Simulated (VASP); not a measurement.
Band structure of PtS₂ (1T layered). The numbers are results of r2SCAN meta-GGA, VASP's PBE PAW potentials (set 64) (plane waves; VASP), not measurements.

Unless said otherwise, spin-orbit coupling is left out, though it shifts the bands of the heavy elements here.

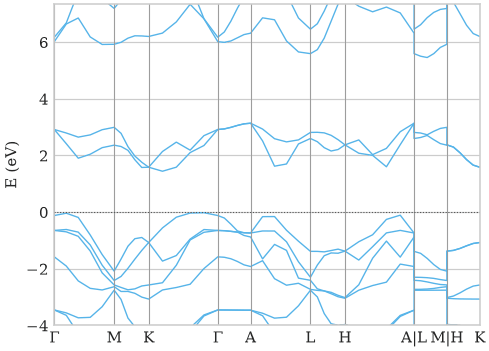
Figure: Bands along high-symmetry lines, zero at the valence-band maximum or, without a gap, the Fermi level

Question: Read the plot: is there a gap, and where are the band edges?

Answer: The gap is indirect, 1.36 eV, from the valence maximum at (0.00, 0.12, 0.20) to the conduction minimum at (0.00, 0.25, 0.40).

The compound is PtS2 in the 1T layered structure. It was relaxed first, which changed the volume by +11 %.
